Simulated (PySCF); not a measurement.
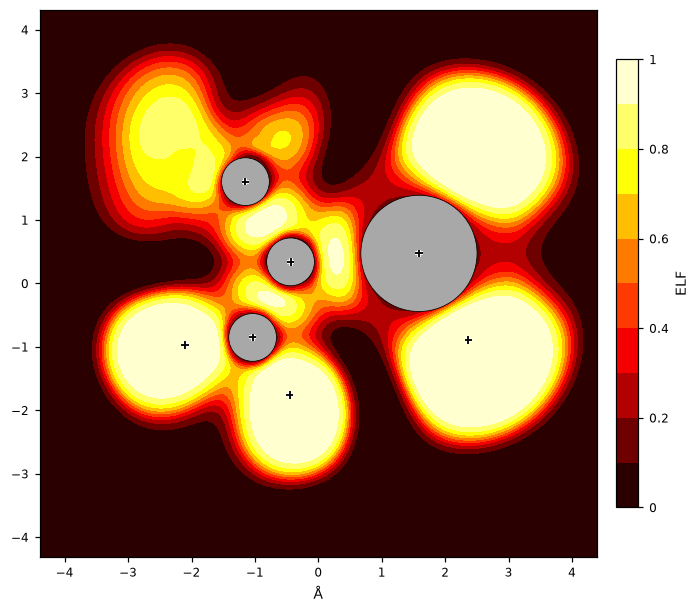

The ELF on a plane through atoms (crosses mark nuclei in the plane; grey discs cover the cores).

Level of theory: PBE0/def2-SVPD, SCF density, gas phase (PySCF 2.14.0).

Candidates:
A. C$_{3}$H$_{8}$AsGaO (SMILES C=[C](C=O)[GaH2-][AsH3+])
B. CH$_{6}$B$_{2}$ (SMILES BBC)

Which system is this?

Answer. Candidate A: C$_{3}$H$_{8}$AsGaO on the plane of atoms C2, Ga5 and H11, which holds C, Ga and H. C–C (1.33 Å): the ELF peaks at about 0.95 between the atoms (a multiple bond). C–Ga (2.03 Å): the ELF peaks at about 0.95 in the valence shell of C, 0.7 Å from its nucleus, and is about 0.60 at the midpoint.
